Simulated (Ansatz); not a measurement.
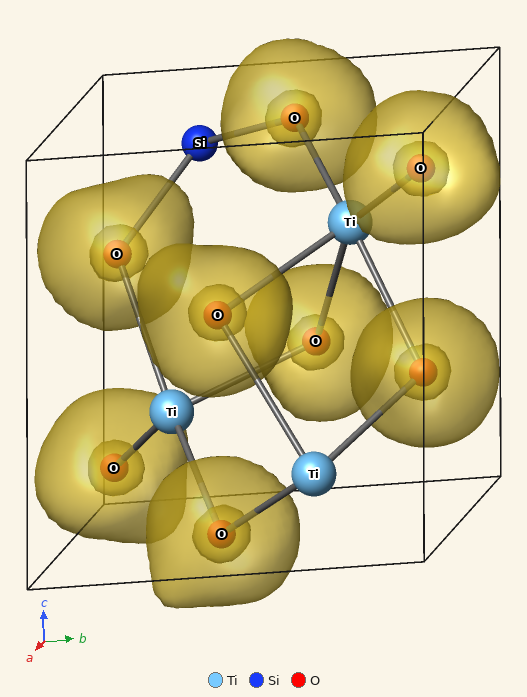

Figure 1: Ti$_{3}$SiO$_{8}$. Isosurface of the ELF at 0.65 (yellow), seen slightly off an axis. Core shells and regions of very low density are left out. Sticks mark near contacts.

Space group P1; a structure from a database of computed crystals, not necessarily the ambient phase; started from the monoclinic host prototype, which need not be the ambient phase; computed without spin polarisation.

Method: DFT, r2SCAN, plane waves, PAW in Ansatz 0.2.0.

In a PAW calculation such maps are meaningful between the atoms, not at the nuclei.

> Where are the electrons localised?

At this value the surface marks out six regions on O in which the atom's valence shell and bonds are merged and two regions wrapped around O (the valence shell of each), counted in one cell of 12 atoms. Regions shared between cells count once. Along the contacts the grid gives the following. Si–O (1.74 Å): the ELF peaks at about 0.85 between the atoms. Ti–O (1.85 Å): the ELF peaks at about 0.80 in the valence shell of O, 0.6 Å from its nucleus, and is about 0.25 at the midpoint (no localised pair shows between them).
